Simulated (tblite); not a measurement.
Molecular dynamics, with input and output: C₅H₆N₂ (part 2 of 2)

Continued. System: C₅H₆N₂, SMILES Cc1ccncn1. Method: GFN2-xTB Langevin dynamics, gas phase (tblite 0.8.0). 

Trajectory as extended XYZ, continued:
```
13
Properties=species:S:1:pos:R:3:forces:R:3 step=4900 time_fs=7350.0 energy=-532.65954 temperature=327.2
C     1.1598    2.8216    4.1606   -0.6990   0.5090  -1.4870
C     0.6644    3.2977    2.7203    2.3440   0.1330   2.1610
C    -0.6332    3.0909    2.3572   -0.8280  -0.3430  -1.1900
C    -0.9556    3.5335    1.0629    0.6980  -0.7540   0.5580
N    -0.1152    4.1685    0.2781    0.7090   1.1150   0.4210
C     1.0949    4.4253    0.7864    0.9900  -1.4380   0.0790
N     1.5886    3.8548    1.9032   -1.6800   1.1050  -0.0210
H     0.2926    2.9173    4.8993    1.3950  -0.2880  -1.0700
H     1.4223    1.7853    3.9098   -0.1230   0.1120   0.7950
H     2.0842    3.3444    4.5173   -1.1010  -0.3380  -0.4980
H    -1.3237    2.4223    2.8716    0.2150   0.6470   0.1950
H    -1.8654    3.2195    0.6281   -0.9190   0.0070  -0.4630
H     1.8628    4.9537    0.1634   -1.0000  -0.4670   0.5210
13
Properties=species:S:1:pos:R:3:forces:R:3 step=5250 time_fs=7875.0 energy=-532.67797 temperature=296.8
C     0.8960    1.3226    2.5262    2.0390   1.5620  -0.4630
C    -0.0681    2.2058    1.7297    0.1980  -0.5810   1.7930
C    -0.7818    1.7862    0.6388   -0.1580  -0.3780  -1.4860
C    -1.7340    2.6386    0.1061    0.2670   2.1370   0.3420
N    -1.9792    3.8866    0.5650    1.3520  -1.3590   1.3810
C    -1.2195    4.1768    1.6647   -0.4750   0.1850  -1.2210
N    -0.3170    3.4297    2.2512   -0.0140  -0.8800  -0.4920
H     0.5005    0.8818    3.4455   -0.2770  -0.1720  -0.7480
H     1.5639    0.6590    1.9121   -1.4480   0.0760   0.4040
H     1.6804    2.0332    2.9083   -0.6870  -0.2170  -0.0210
H    -0.6141    0.9447   -0.0419    0.3290  -0.1710   1.0430
H    -2.1436    2.3800   -0.8396   -0.7790  -0.0500  -0.4200
H    -1.2673    5.1907    2.0571   -0.3450  -0.1540  -0.1110
13
Properties=species:S:1:pos:R:3:forces:R:3 step=5600 time_fs=8400.0 energy=-532.75607 temperature=613.5
C    -0.3058    2.2429    3.0941    0.5170  -2.0760   0.0940
C    -0.8592    2.6132    1.7942   -0.7420  -1.2210  -1.3030
C    -1.0608    1.6346    0.7324    0.5320   2.2490   2.4210
C    -1.2112    2.2554   -0.4798   -0.3750  -0.4620  -0.6050
N    -1.3073    3.5515   -0.7390    0.3140   1.0030   2.3030
C    -1.3153    4.3134    0.3905   -0.2240   0.6310  -2.0070
N    -1.1583    3.8752    1.6105    0.6790   0.7140  -0.0400
H    -0.6849    1.2479    3.3252   -0.1730  -0.1830   0.3090
H     0.7742    2.0689    3.0132   -0.0390   0.4010  -0.0750
H    -0.5085    2.8778    3.9120   -0.2350   0.9350   0.4750
H    -1.0374    0.5987    1.0299    0.1320   0.0210  -0.6720
H    -1.2535    1.6533   -1.3486   -0.1270  -0.6240  -0.9500
H    -1.3684    5.4363    0.2647   -0.2590  -1.3890   0.0510
13
Properties=species:S:1:pos:R:3:forces:R:3 step=5950 time_fs=8925.0 energy=-532.88391 temperature=361.8
C     0.6109    1.7153    3.5860   -0.3770   1.0520  -0.1870
C    -0.0368    1.7926    2.2444    0.1710  -2.3040   0.4370
C    -0.3680    0.5323    1.6752   -1.5320   1.8470  -1.3370
C    -1.2241    0.6306    0.5490    0.9080   1.0030   1.3910
N    -1.7024    1.8263    0.1374    0.0560  -1.5110  -0.2650
C    -1.2139    2.8994    0.6959    0.2560  -0.2870  -0.1590
N    -0.3211    2.9111    1.6627   -0.2910   1.5810   0.5210
H    -0.1335    1.7055    4.3881    0.0800   0.3790  -0.2220
H     1.1037    0.8006    3.6219    0.9790  -1.6390   0.2820
H     1.3457    2.4882    3.7135    0.0080   0.5650   0.2690
H    -0.0989   -0.3585    2.1798    0.1320  -0.6380  -0.0810
H    -1.5298   -0.2541    0.0414   -0.3540  -0.2550  -0.4190
H    -1.5749    3.8548    0.3644   -0.0350   0.2070  -0.2300
13
Properties=species:S:1:pos:R:3:forces:R:3 step=6300 time_fs=9450.0 energy=-532.45120 temperature=384.4
C    -0.1514    2.5092    3.7300    0.3950   1.7040   1.2430
C    -0.9995    1.6876    2.8542    1.8630   1.6130  -1.3980
C    -1.9225    0.8406    3.3773    1.9470  -0.9650   2.5420
C    -2.8764    0.4217    2.5332   -0.9790  -0.5860  -0.3040
N    -2.9433    0.8336    1.3036    1.1440   0.2710  -2.1650
C    -1.8350    1.4582    0.7960   -1.9470   1.1620   0.0230
N    -0.8632    1.9851    1.5056   -1.2110  -1.2450   1.9150
H    -0.4537    2.5348    4.8296    0.2880  -0.3330  -1.4940
H     0.9156    2.3407    3.6578    0.1500  -0.5980   0.0430
H    -0.2134    3.5499    3.3460   -0.2270  -0.3570   0.2870
H    -1.7484    0.4042    4.4122   -0.6010   0.9140  -1.2300
H    -3.6156   -0.2000    2.9617   -1.1650  -0.5950  -0.2290
H    -1.9641    1.8846   -0.2323    0.3430  -0.9840   0.7670
13
Properties=species:S:1:pos:R:3:forces:R:3 step=6650 time_fs=9975.0 energy=-532.32584 temperature=333.4
C    -2.1964    2.7758    3.5135    2.4830  -0.7110   3.3660
C    -3.0985    2.0377    2.6411   -1.1880   2.1630   0.2650
C    -3.6194    0.8195    2.9659    0.6390  -2.1800   0.7860
C    -4.6271    0.3837    2.1520   -1.6240  -1.2600  -1.2030
N    -4.9540    0.9674    1.0026    0.5820  -0.6510   0.0370
C    -4.2725    2.0483    0.7288   -1.4310   1.0940  -0.6040
N    -3.6360    2.7490    1.6323    2.0010  -0.2160  -0.4740
H    -2.5425    3.3161    4.4156   -1.2270  -0.6930  -0.2520
H    -1.4125    2.0684    4.0603   -1.2940   0.9560  -1.4400
H    -1.6678    3.6044    3.1247    0.7040   0.3430  -1.5020
H    -3.2041    0.1281    3.7318   -0.3580   0.8650  -0.4420
H    -5.2527   -0.5153    2.2247    0.4900   0.1790   0.8600
H    -4.4657    2.4666   -0.2736    0.2230   0.1100   0.6020
13
Properties=species:S:1:pos:R:3:forces:R:3 step=7000 time_fs=10500.0 energy=-532.72533 temperature=424.0
C    -3.1930    4.1263    3.9920   -0.0100  -0.6380   0.1440
C    -4.0227    2.9499    3.3694    0.8670   0.7860   1.9730
C    -4.2353    1.6615    3.9981   -0.2990   1.7390  -1.2800
C    -4.9515    0.7877    3.2069    0.1940  -0.9670  -0.3000
N    -5.5320    1.1120    2.0629    1.0080   1.7650  -0.7920
C    -5.2051    2.3238    1.5700   -0.0370  -0.6390   1.2230
N    -4.4171    3.2528    2.1510   -1.2330  -1.8030  -0.4480
H    -2.1512    3.8546    3.7385   -0.3510   0.3750   0.1080
H    -3.4280    5.1297    3.5452    0.0460  -1.2920   0.2000
H    -3.2292    4.2383    5.1044   -0.2750  -0.4300  -0.9440
H    -3.9874    1.3560    4.9942    0.4960   0.3490   0.0830
H    -4.9735   -0.2959    3.3668   -0.3040   0.3670   0.5790
H    -5.6568    2.5320    0.6298   -0.1020   0.3890  -0.5470
13
Properties=species:S:1:pos:R:3:forces:R:3 step=7350 time_fs=11025.0 energy=-532.66246 temperature=514.5
C    -3.4436    4.8069    4.7818    1.8440   0.2070  -0.4140
C    -3.5261    3.4808    4.1690   -1.7080  -2.4840  -0.4250
C    -2.7324    2.3723    4.4825    0.2120   0.1270   0.6610
C    -3.0200    1.1418    3.8211    2.4770   1.3040  -0.1090
N    -3.9135    1.0534    2.8613   -0.6900   0.2490  -0.1120
C    -4.7124    2.1087    2.7012   -0.1310   0.6960   0.4500
N    -4.5957    3.2599    3.3721    0.3320  -0.1590  -1.0200
H    -2.5197    5.2776    4.3127   -0.7980  -0.2650   1.1230
H    -4.2703    5.3685    4.4270   -0.7740   0.5650   0.1360
H    -3.4018    4.6743    5.8735    0.1860   0.5730  -0.5110
H    -1.9692    2.5792    5.2878   -0.5970  -0.8720  -1.1470
H    -2.1911    0.3861    3.8073   -1.2590   0.2260   0.4400
H    -5.5367    2.0775    1.9379    0.9040  -0.1670   0.9270
13
Properties=species:S:1:pos:R:3:forces:R:3 step=7700 time_fs=11550.0 energy=-532.67869 temperature=457.3
C    -5.2560    4.6534    3.5004    0.1010   0.4790  -2.9610
C    -4.6818    3.2850    3.3203   -0.6050  -1.9470  -0.2360
C    -3.6236    2.7970    4.0929   -0.5660  -1.8420  -1.3490
C    -3.2702    1.3911    3.9480   -1.9650   2.0570  -0.3590
N    -4.0693    0.5749    3.2583   -0.3410   0.9850  -0.0100
C    -5.1368    1.1145    2.5846    1.6770   0.1710   0.4830
N    -5.3693    2.4241    2.4943    0.0000  -0.5250   0.9080
H    -5.5981    4.8419    4.4689   -0.1350   0.1780   1.4170
H    -4.5718    5.4339    3.1311    0.2800  -0.2740   0.6660
H    -6.1034    4.8255    2.8019    0.1420  -0.6320   0.4390
H    -3.1594    3.4969    4.7257    0.7800   0.2490   0.7020
H    -2.4277    1.0189    4.5022    0.0390  -0.3380  -0.1680
H    -5.7521    0.3197    2.0674    0.5930   1.4390   0.4700
13
Properties=species:S:1:pos:R:3:forces:R:3 step=8050 time_fs=12075.0 energy=-532.35363 temperature=278.9
C    -6.8668    3.3850    0.9588    1.2870  -1.8040   0.5740
C    -5.5670    2.6897    1.4709   -0.7750   1.5570   0.4270
C    -4.4586    3.4314    1.8513    2.0320  -1.8370   0.6820
C    -3.3154    2.7967    2.4184   -2.4170  -0.9830  -0.2440
N    -3.3264    1.4682    2.6375    1.8920   1.6640   0.1910
C    -4.4039    0.8915    2.2677   -1.5880  -3.3080  -0.0710
N    -5.5052    1.4263    1.7900   -1.2180  -1.5450  -0.8220
H    -6.6750    4.3437    0.6231    1.0910   1.7380  -1.3420
H    -7.4381    2.8350    0.2289    0.2170  -0.4250  -0.1240
H    -7.5157    3.6391    1.7497   -0.8080  -0.5590   1.4920
H    -4.2526    4.4214    1.8058   -0.3970   2.9870  -0.6610
H    -2.5218    3.3824    2.8066    0.6350   0.1680   0.0720
H    -4.4497   -0.2910    2.4019    0.0500   2.3470  -0.1740
13
Properties=species:S:1:pos:R:3:forces:R:3 step=8400 time_fs=12600.0 energy=-532.84614 temperature=591.8
C    -7.2034    2.5729    0.4404   -1.0210  -0.8280  -1.4010
C    -5.8453    2.7274    0.9651    0.1160  -1.0130   2.3430
C    -4.9475    3.5353    0.3355    0.5670   0.0960  -0.4720
C    -3.6314    3.4344    0.7574    0.6550  -0.4930   0.7910
N    -3.2227    2.7255    1.8145   -2.2830  -0.5780  -0.2240
C    -4.2292    2.0457    2.4618    0.7540   1.7320  -0.6250
N    -5.5063    2.0261    2.0998    0.9240   0.3780  -0.8300
H    -7.9389    3.3543    0.7254    0.7450  -0.3150  -0.3820
H    -7.0895    2.4461   -0.6836   -0.4680   0.6840   1.1060
H    -7.6210    1.6164    0.7502   -0.0450   0.0180   0.3720
H    -5.2967    4.0924   -0.5244    0.4230   0.1270   0.0800
H    -2.8198    3.8844    0.2346    0.3470   0.5430  -0.3830
H    -3.8489    1.6520    3.4080   -0.7150  -0.3500  -0.3740
```

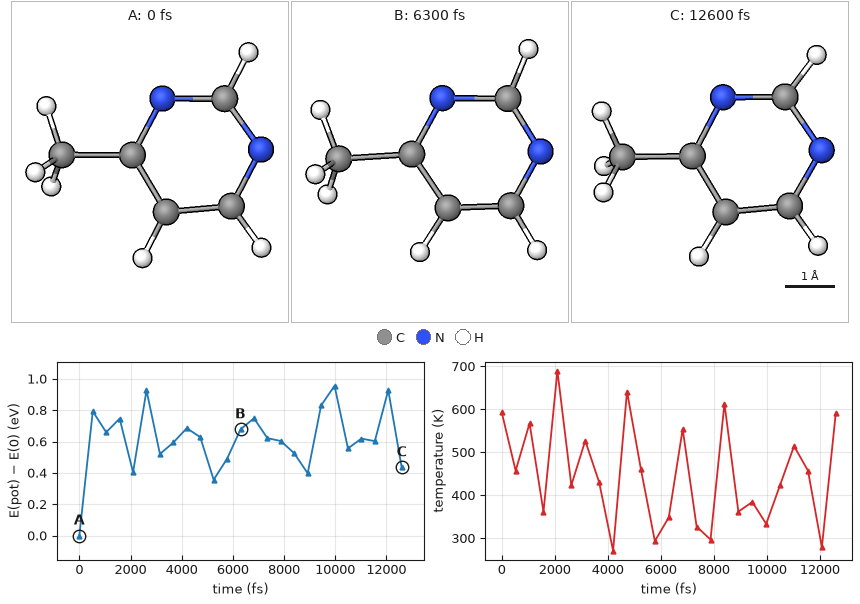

Fig. 1: Frames of the molecular dynamics (ball-and-stick, seen at a tilt) above the curves, on which the letters mark them. The trajectory kept here has 25 frames over 12600 fs. The temperature starts at 593 K, ranges from 271 to 690 K and averages 422 K over the second half. The potential energy ends 0.435 eV above its first value. After an unweighted best fit of the last frame on the first, the root-mean-square displacement is 0.70 Å, and H9 has moved furthest (1.52 Å).

This output came from the following input.

Input file:
```
{"job": {"dt": 1.5, "steps": 8000, "equilibration": 400, "friction": 0.005, "h_mass": 4.0, "temperature": 450, "xc": "GFN2-xTB", "basis": "xTB", "kind": "md"}, "charge": 0, "multiplicity": 1}
C     -1.254816    -1.224158     1.146154
C     -0.639487    -0.291797     0.155858
C     -0.543563    -0.609643    -1.199722
C      0.049872     0.331925    -2.021407
N      0.510480     1.485532    -1.556705
C      0.371976     1.689219    -0.260890
N     -0.175602     0.865997     0.613199
H     -1.291713    -0.747911     2.121321
H     -2.261073    -1.497935     0.833957
H     -0.663470    -2.136214     1.214348
H     -0.916616    -1.545327    -1.585003
H      0.166063     0.170367    -3.085738
H      0.745270     2.628472     0.127798
```

The first line tells a small driver script what to run in tblite; the rest is the geometry in Å.

Run as:
```bash
OMP_NUM_THREADS=1 python <driver script> task.json out
```

Key numbers:

| quantity | value |
| --- | --- |
| outcome | finished |
| mean temperature over the second half | 422 K |
| trajectory | 25 frames kept, 12600 fs |
| hardware | 1 CPU thread, shared host |
| wall time | 25 s |
| peak memory | 0.45 GiB |
